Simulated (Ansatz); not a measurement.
# One shape, several levels: C2H3F3S (methyl(trifluoromethyl) sulfide)

We compute a comparison of 6 runs (HF/3-21G, BHLYP/cc-pVDZ, BLYP/cc-pVDZ, CAM-B3LYP/cc-pVDZ, SVWN5/cc-pVDZ, MP2/cc-pVDZ) of C2H3F3S (methyl(trifluoromethyl) sulfide). 

Program for the calculation: Ansatz 0.2.0.

54 further runs of the same task are left out: 54 set aside as unsound or not needed. Runs told in other sessions of the task aren't counted.

### Step 1. The molecule

The species is C2H3F3S (9 atoms), meant as a singlet with charge 0. SMILES: `CSC(F)(F)F`. The C3–F6 distance was set to 2.007 Å, away from the relaxed value. At this shape a bond of the SMILES string is far longer than usual.

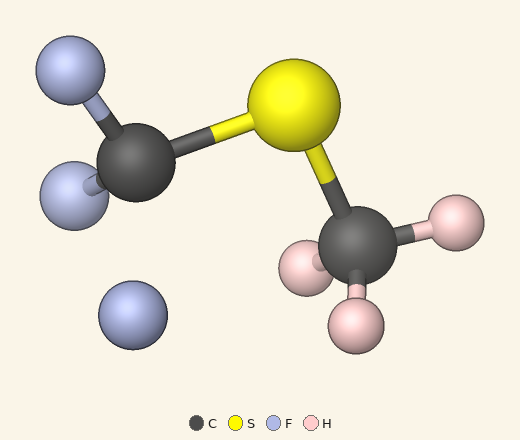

The structure, seen from a chosen angle (carbon dark grey, sulfur yellow, fluorine light blue, hydrogen pink).

### Step 2. The energy at HF/3-21G (run 1)

File job.yaml:

```yaml
crystal:
  periodic: [false, false, false]
  atoms:
    - symbol: C
      position_ang: [0.059858, -1.506510, 0.389440]
    - symbol: S
      position_ang: [1.505158, -0.740910, -0.360560]
    - symbol: C
      position_ang: [0.676858, 0.616390, -1.197460]
    - symbol: F
      position_ang: [-0.225642, 0.202990, -2.094260]
    - symbol: F
      position_ang: [1.595058, 1.335590, -1.838860]
    - symbol: F
      position_ang: [-0.296500, 1.835600, 0.064500]
    - symbol: H
      position_ang: [0.436958, -2.364710, 0.945640]
    - symbol: H
      position_ang: [-0.637442, -1.853810, -0.371460]
    - symbol: H
      position_ang: [-0.429942, -0.822210, 1.080640]
basis:
  gaussian: {orbitals: 3-21G.json}
hamiltonian: {xc: hf}
accuracy: high
output: {orbitals: {seedname: orbitals}}
```

The basis set 3-21G is read from a file made from the Basis Set Exchange's data (not shown).

Command:

```
ansatz run job.yaml --threads 1 --pin off --max-ram 2610MiB --events-out events.jsonl --progress --plain --runs-dir runs
```

What it wrote:

```text
Warning: RAYON_NUM_THREADS=1 ignored (pool sized by the plan → 1); use --threads N
Functional definition: HF
  name "HF"
  exchange = exact_x
  correlation = 0
1449 factors; integrals over basis functions are off by at most 1.5e-8 eV
mean field evaluation 1: about -20923.4297 eV, gradient 5.0e1 eV
mean field evaluation 2: about -20923.8302 eV, gradient 5.1e1 eV
mean field evaluation 4: about -20930.4053 eV, gradient 4.3e0 eV
mean field evaluation 8: about -20930.5215 eV, gradient 6.6e-1 eV
mean field evaluation 16: about -20930.5248 eV, gradient 1.9e-8 eV
mean field -20930.52476645 eV, -769.1825979478 hartree, gradient 2.3e-8 eV, S^2 0.000000; 0 other end points of the search recorded, 0 dependent functions left out
reference -20930.52476645 eV, -769.1825979478 hartree; 29, 29 occupied and 35, 35 virtual orbitals, 1449 factors
Total energy: -20930.52476645 eV, -769.1825979478 hartree
```

Wall time 1.2 s (1 thread of Arm Neoverse V2, shared host); peak memory 0.16 GiB.

### Step 3. The energy at BHLYP/cc-pVDZ (run 2)

File in.yaml:

```yaml
crystal:
  periodic: [false, false, false]
  atoms:
    - {symbol: C, position_ang: [0.059858, -1.506510, 0.389440]}
    - {symbol: S, position_ang: [1.505158, -0.740910, -0.360560]}
    - {symbol: C, position_ang: [0.676858, 0.616390, -1.197460]}
    - {symbol: F, position_ang: [-0.225642, 0.202990, -2.094260]}
    - {symbol: F, position_ang: [1.595058, 1.335590, -1.838860]}
    - {symbol: F, position_ang: [-0.296500, 1.835600, 0.064500]}
    - {symbol: H, position_ang: [0.436958, -2.364710, 0.945640]}
    - {symbol: H, position_ang: [-0.637442, -1.853810, -0.371460]}
    - {symbol: H, position_ang: [-0.429942, -0.822210, 1.080640]}
basis:
  gaussian: {orbitals: cc-pVDZ}
hamiltonian: {xc: {name: BHLYP}}
accuracy: high
output: {orbitals: {seedname: orbitals}}
```

Command:

```
ansatz run in.yaml --threads 1 --pin off --max-ram 2610MiB --events-out events.jsonl --progress --plain --runs-dir runs
```

What it wrote:

```text
Warning: RAYON_NUM_THREADS=1 ignored (pool sized by the plan → 1); use --threads N
Functional definition: BHLYP
  name "BHLYP"
  parameter a = 0.5
  exchange = (1 - a)*b88_x + a*exact_x
  correlation = lyp_c
2358 factors; integrals over basis functions are off by at most 4.1e-9 eV
mean field evaluation 1: about -21094.8189 eV, gradient 5.6e1 eV
mean field evaluation 2: about -21077.2291 eV, gradient 1.1e2 eV
mean field evaluation 4: about -21101.3403 eV, gradient 6.0e0 eV
mean field evaluation 8: about -21101.9322 eV, gradient 4.1e-1 eV
mean field evaluation 16: about -21101.9326 eV, gradient 8.9e-4 eV
mean field -21101.93263186 eV, -775.4817208173 hartree, gradient 3.3e-8 eV, S^2 0.000000; 0 other end points of the search recorded, 0 dependent functions left out
reference -21101.93265494 eV, -775.4817216652 hartree; 29, 29 occupied and 74, 74 virtual orbitals, 2358 factors
Total energy: -21101.93265494 eV, -775.4817216652 hartree
```

Run time: 15 s. Hardware: 1 thread of Arm Neoverse V2, shared host; peak memory 0.4 GiB.

Runs 3 to 5 aren't shown in full; the table further down has their settings and results.

### Step 4. A single-point energy at MP2/cc-pVDZ (run 6)

File run.yaml:

```yaml
crystal:
  periodic: [false, false, false]
  atoms:
    - {symbol: C, position_ang: [0.059858, -1.506510, 0.389440]}
    - {symbol: S, position_ang: [1.505158, -0.740910, -0.360560]}
    - {symbol: C, position_ang: [0.676858, 0.616390, -1.197460]}
    - {symbol: F, position_ang: [-0.225642, 0.202990, -2.094260]}
    - {symbol: F, position_ang: [1.595058, 1.335590, -1.838860]}
    - {symbol: F, position_ang: [-0.296500, 1.835600, 0.064500]}
    - {symbol: H, position_ang: [0.436958, -2.364710, 0.945640]}
    - {symbol: H, position_ang: [-0.637442, -1.853810, -0.371460]}
    - {symbol: H, position_ang: [-0.429942, -0.822210, 1.080640]}
basis:
  gaussian:
    orbitals: cc-pVDZ
correlation:
  method: mp2
  frozen_orbitals: {C: 1, F: 1, H: 0, S: 5}
accuracy: high
```

Command:

```
ansatz run run.yaml --threads 1 --pin off --max-ram 2610MiB --events-out events.jsonl --progress --plain --runs-dir runs
```

What it wrote:

```text
Warning: RAYON_NUM_THREADS=1 ignored (pool sized by the plan → 1); use --threads N
Functional definition: HF
  name "HF"
  exchange = exact_x
  correlation = 0
2358 factors; integrals over basis functions are off by at most 4.1e-9 eV
mean field evaluation 1: about -21033.6002 eV, gradient 5.3e1 eV
mean field evaluation 2: about -21033.7557 eV, gradient 5.3e1 eV
mean field evaluation 4: about -21040.1232 eV, gradient 4.8e0 eV
mean field evaluation 8: about -21040.2507 eV, gradient 6.5e-1 eV
mean field evaluation 16: about -21040.2544 eV, gradient 1.0e-6 eV
mean field -21040.25435049 eV, -773.2150857837 hartree, gradient 2.4e-8 eV, S^2 0.000000; 0 other end points of the search recorded, 0 dependent functions left out; unrestricted orbitals would lower it
10 core orbitals not correlated: weight in the atoms' cores, before any rotation towards them, 1.000 or more for the frozen orbitals, at most 0.000 for the correlated occupied ones
reference -21040.25435049 eV, -773.2150857837 hartree; 19, 19 occupied and 74, 74 virtual orbitals, 2358 factors
second order -27.05930047 eV of doubles, -0.00000000 eV of singles
Total energy: -21067.31365096 eV, -774.2094967347 hartree
```

It took 7.2 s on 1 thread of Arm Neoverse V2, shared host; peak memory 0.34 GiB.

### Step 5. All runs side by side

| run | level | frozen core orbitals | energy (Eh) | HOMO energy (eV) | LUMO energy (eV) | HOMO–LUMO gap (eV) | wall time |
| --- | --- | --- | --- | --- | --- | --- | --- |
| 1 | HF/3-21G | – | -769.182598 | -11.31 | 1.36 | 12.67 | 1.2 s |
| 2 | BHLYP/cc-pVDZ | – | -775.481722 | -9.29 | -1.75 | 7.53 | 15 s |
| 3 | BLYP/cc-pVDZ | – | -775.606943 | -6.35 | -3.41 | 2.93 | 11 s |
| 4 | CAM-B3LYP/cc-pVDZ | – | -775.548404 | -9.35 | -1.58 | 7.77 | 15 s |
| 5 | SVWN5/cc-pVDZ | – | -771.684742 | -6.63 | -3.76 | 2.87 | 6.9 s |
| 6 | MP2/cc-pVDZ | 10 | -774.209497 | – | – | – | 7.2 s |

### Step 6. Summary of results

| quantity | value |
| --- | --- |
| run 6: total energy | -774.20950 Eh |
| run 6: correlation energy (10 core orbitals frozen) | -994.4 mEh |

What this shows: Over runs 1, 2, 3, 4, 5 the HOMO–LUMO gap runs from 2.87 eV (SVWN5/cc-pVDZ) to 12.67 eV (HF/3-21G). The two ends differ in method and basis. Totals of different functionals can't be ranked against each other. In run 6 the log says that unrestricted orbitals would lower the reference, so the values rest on an unstable closed-shell determinant (other closed-shell runs at this shape may share the fault). In all runs a closed-shell determinant meets a far-stretched bond; if it breaks into open shells, such a determinant describes it badly, and no broken-symmetry solution was shown. All runs together took 56 s, the longest 15 s.
